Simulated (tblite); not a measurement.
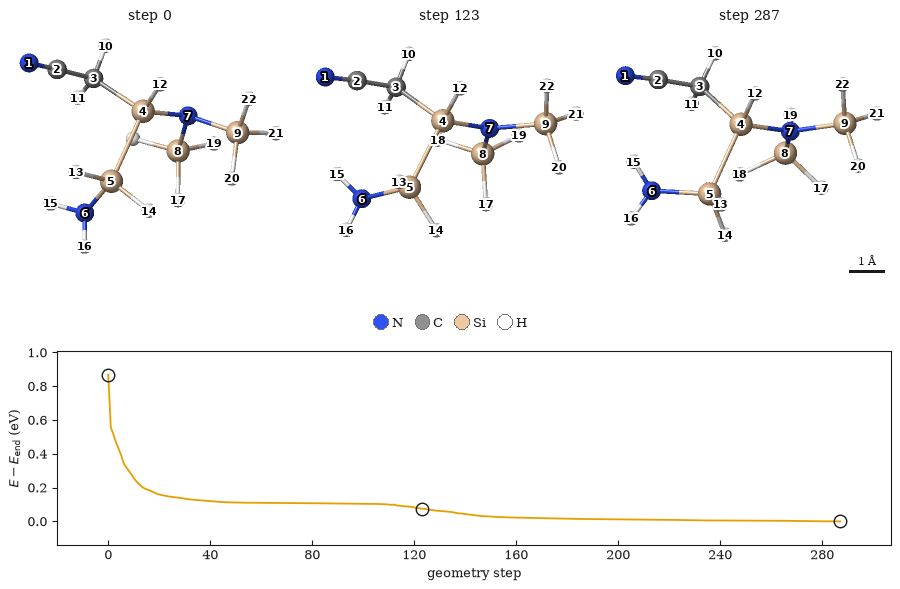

Frames of a relaxation of C$_{2}$H$_{13}$N$_{3}$Si$_{4}$, marked on the history of the run. The picture is a ball-and-stick view, seen at a tilt.

Method: tblite, GFN2-xTB geometry optimisation, gas phase. 

### Describe the path.

After 287 geometry steps the energy has fallen by 0.868 eV. The largest move after the best rigid fit is that of H16, 1.85 Å. By element the largest moves are H 1.85 Å, N 1.37 Å, C 0.55 Å, Si 0.41 Å. Among the contacts that change: Si4–Si5 2.407 → 2.304 Å, C3–Si4 1.861 → 1.934 Å, N7–Si8 1.683 → 1.745 Å, C2–C3 1.471 → 1.419 Å. Bond angles that change, for instance: Si5–N6–H16 107.7° → 119.5°, Si5–N6–H15 109.0° → 120.1°, Si8–N7–Si9 109.0° → 119.2°. Groups turn about Si4–Si5 by about 70°. The run took 6.3 s on 1 thread of Arm Neoverse N1, with other jobs on the host. From step 0 to 123: H16 moves most (1.21 Å), energy −0.792 eV. From step 123 to 287: H atoms move most (1.16 Å), energy −0.075 eV.
